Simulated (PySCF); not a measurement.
**CO$_{2}$, SMILES `O=C=O`: what the electrons do**

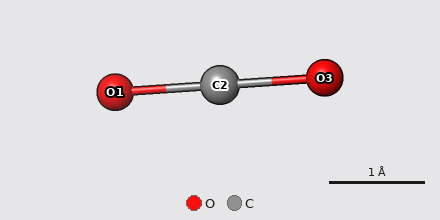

The molecule, with its atoms numbered as below. No frequency check shows the geometry to be a minimum.

Cartesian coordinates (Å):

```
O1      -1.1437    0.0001    0.0000
C2       0.0000   -0.0001    0.0000
O3       1.1437    0.0001    0.0000
```

## 1. Bonding charge

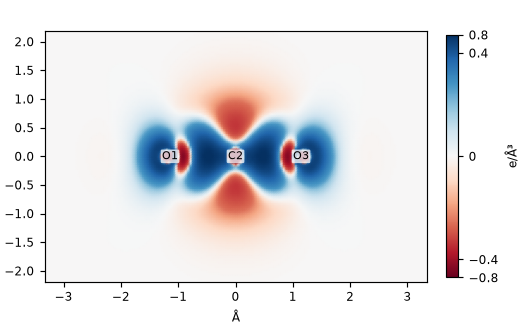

Deformation density (molecule less spherical, spin-averaged free atoms) in the molecular plane; colour scale in e/Å³, logarithmic beyond ±0.1; blue: gain, red: loss.

PySCF calculation, PBE0/def2-SVP, gas phase; geometry: GFN2-xTB.

Question: Describe the bonding that the map shows.

Answer: O1–C2 and C2–O3: +0.76 e/Å³ at the bond critical point (bond length 1.14 Å, Mayer order 2.2). In all, 0.7 electrons gather in the regions of gain relative to the promolecule.

## 2. Bond critical points

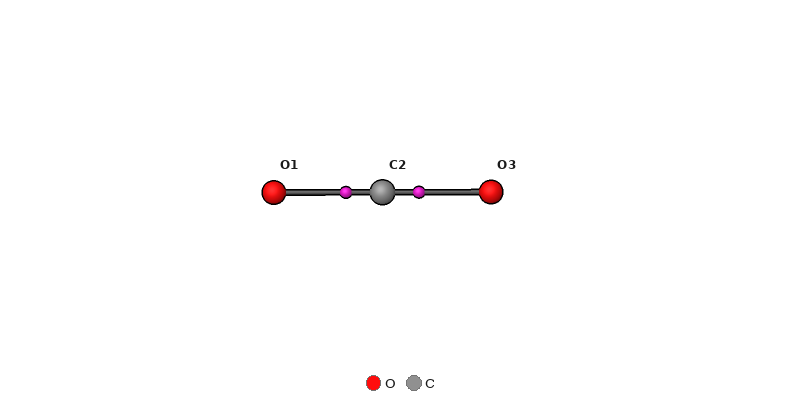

Molecular graph of the electron density (QTAIM): bond paths, bond critical points (magenta), ring points (cyan, if any); weak paths are dashed.

Question: How many critical points of each kind are there, and does the count close?

Answer: 3 nuclei, 2 bond, 0 ring and 0 cage critical points: 3 − 2 + 0 − 0 = 1, as the Poincaré–Hopf relation requires.

Question: Tabulate density, Laplacian, ellipticity and energy density at the bond critical points (atomic units).

Answer:
```csv
bond,length (Å),ρ (a.u.),∇²ρ (a.u.),ε,H (a.u.)
O1–C2 (2 alike),1.144,0.467,+0.85,0.00,−0.838
```

Question: What kind of interaction is O1–C2?

Answer: Polar or intermediate (positive Laplacian, negative energy density H): ρ = 0.467, ∇²ρ = +0.85, H = −0.838 a.u.

## 3. Electrostatic potential

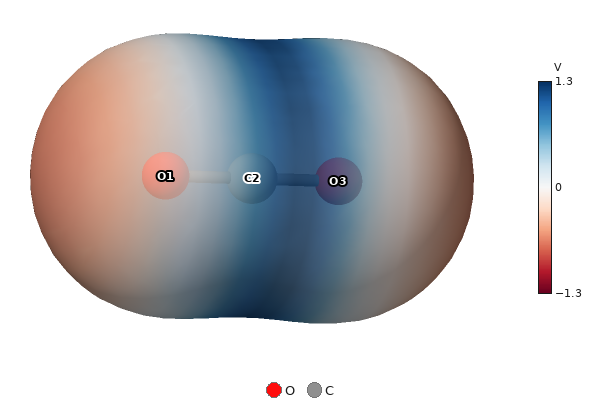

Electrostatic potential on the surface of electron density 0.001 a.u.

Question: Where are the extremes of the potential on the surface?

Answer: Highest: 1.24 V, 1.7 Å from C2, and at like points elsewhere. Lowest: −0.64 V, 1.7 Å from O1, and at like points elsewhere. The surface is sampled at points, so like sites can differ by a few per cent and only the strongest of them is named.

Question: What volume does the surface enclose, and what is the dipole moment?

Answer: About 44 Å³; the dipole moment is 0.0 D.

The PySCF run shown took 1.1 s on 1 thread of AMD EPYC 9R45 96-Core Processor (Zen 5) (shared host).
